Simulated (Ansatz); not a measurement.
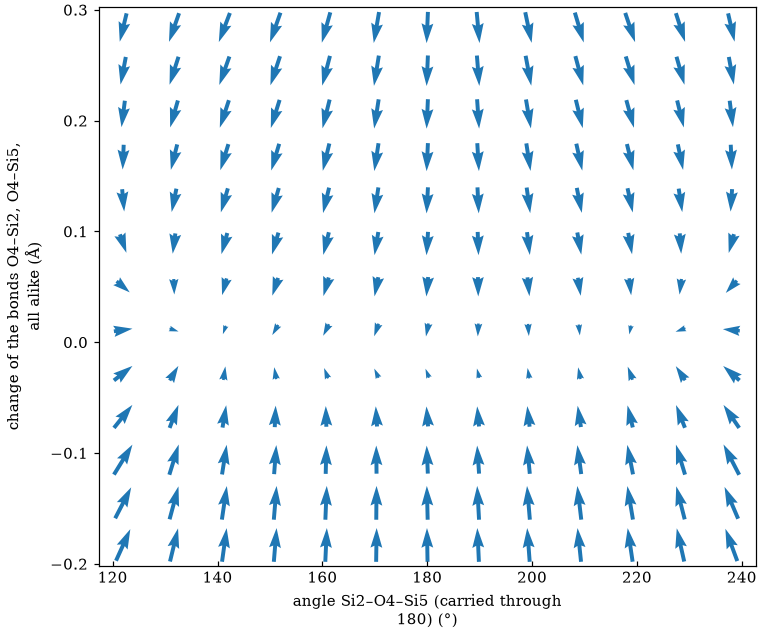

ClFH4OSi2, SMILES F[SiH](Cl)O[SiH3]. 
- The first coordinate is: angle Si2–O4–Si5 (carried through 180); the second: change of the bonds O4–Si2, O4–Si5, all alike.
- Nothing is relaxed (all other coordinates rigid).
- The scan uses a 13 × 13 grid.
- Points are written as (first, second).
- Computed with RKS PBE-D4/def2-SVP in Ansatz.

The picture shows arrows along the force (downhill), their lengths compressed.

The arrows alone are given. Where is the energy lowest?

The arrows converge at about (140°, 0.000 Å) (read from the interpolated surface).

The energy map of the same scan:

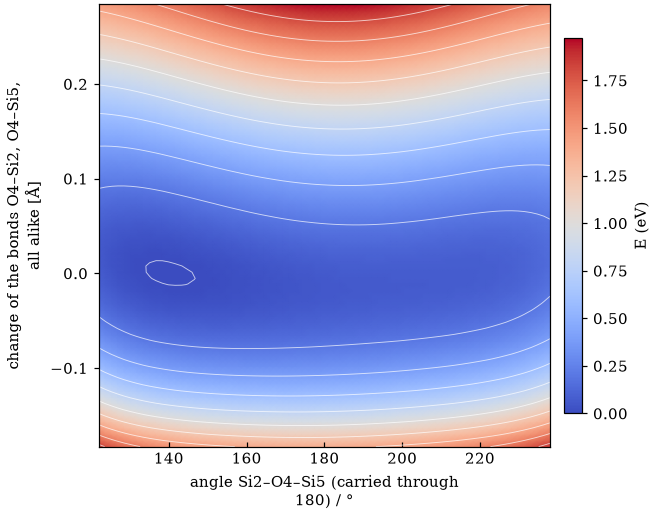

Energies are in eV, from the lowest grid point; between grid points the surface is interpolated.
